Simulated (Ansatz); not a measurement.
System: a (001) slab cut from Ti (P6_3/mmc), of composition Ti8HC (not the bulk's), ended by Ti planes, 20 atoms in the cell. Starting structure of the relaxation:

```cif
data_structure
_symmetry_space_group_name_H-M 'P 1'
_symmetry_Int_Tables_number 1
_cell_length_a 5.7729
_cell_length_b 5.7729
_cell_length_c 27.0227
_cell_angle_alpha 90.000
_cell_angle_beta 90.000
_cell_angle_gamma 120.000
_cell_volume 779.92
loop_
_atom_site_label
_atom_site_type_symbol
_atom_site_fract_x
_atom_site_fract_y
_atom_site_fract_z
_atom_site_occupancy
Ti1 Ti 0.33333 0.16667 0.29605 1
Ti2 Ti 0.33333 0.66667 0.29605 1
Ti3 Ti 0.83333 0.16667 0.29605 1
Ti4 Ti 0.83333 0.66667 0.29605 1
Ti5 Ti 0.16667 0.33333 0.38068 1
Ti6 Ti 0.16667 0.83333 0.38068 1
Ti7 Ti 0.66667 0.33333 0.38068 1
Ti8 Ti 0.66667 0.83333 0.38068 1
Ti9 Ti 0.33333 0.16667 0.46847 1
Ti10 Ti 0.33333 0.66667 0.46847 1
Ti11 Ti 0.83333 0.16667 0.46847 1
Ti12 Ti 0.83333 0.66667 0.46847 1
Ti13 Ti 0.16667 0.33333 0.54896 1
Ti14 Ti 0.16667 0.83333 0.54896 1
Ti15 Ti 0.66667 0.33333 0.54896 1
Ti16 Ti 0.66667 0.83333 0.54896 1
C1 C 0.76209 0.66608 0.67378 1
C2 C 0.88876 0.84388 0.64475 1
H1 H 0.65087 0.50994 0.69926 1
H2 H 0.00000 0.00000 0.61927 1
```

Ansatz; DFT PBE+D3(BJ), scalar-relativistic, plane waves, PAW, no spin polarisation, 4×4×1 k mesh, 420 eV cutoff, Gaussian smearing of 0.1 eV.

What does the potential across the slab give for the work function?

The work function is 3.66 eV at the right face and 4.56 eV at the left. The vacuum level is 0.90 eV higher at the left than at the right, so the slab carries a dipole along its normal; the ramp in the vacuum, at or near the edge of the plot, is the dipole correction that keeps each side flat. Some atoms were held fixed in the relaxation, which can itself make the faces differ. The outermost atoms are 9.3 Å apart, which leaves 17.8 Å of vacuum in a cell 27.0 Å high.

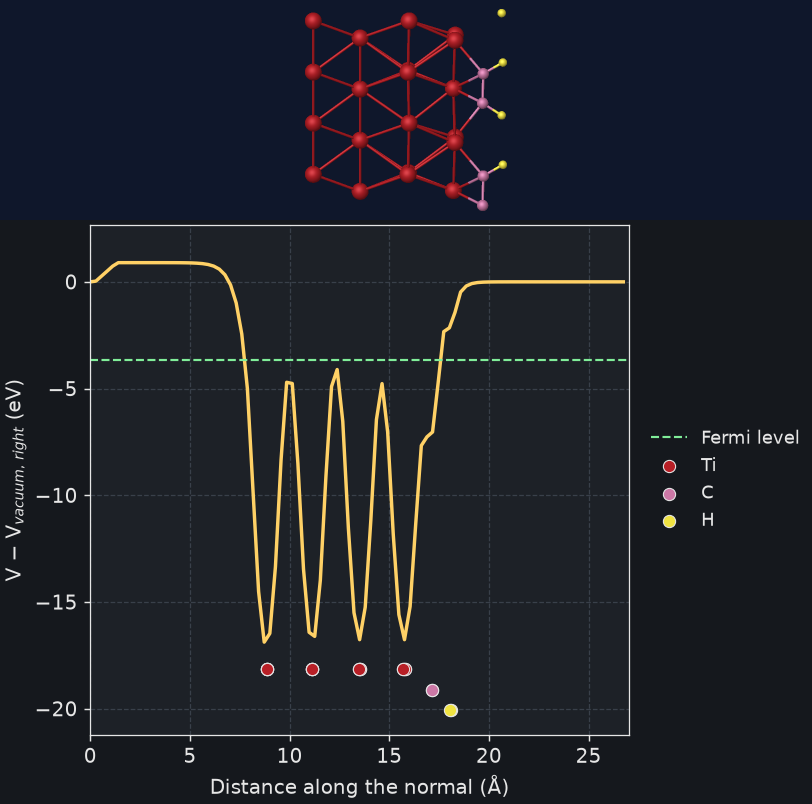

Plane-averaged electrostatic potential energy of an electron across the slab; circles at the bottom mark the heights of the atoms (positions after relaxation). The structure is drawn too.
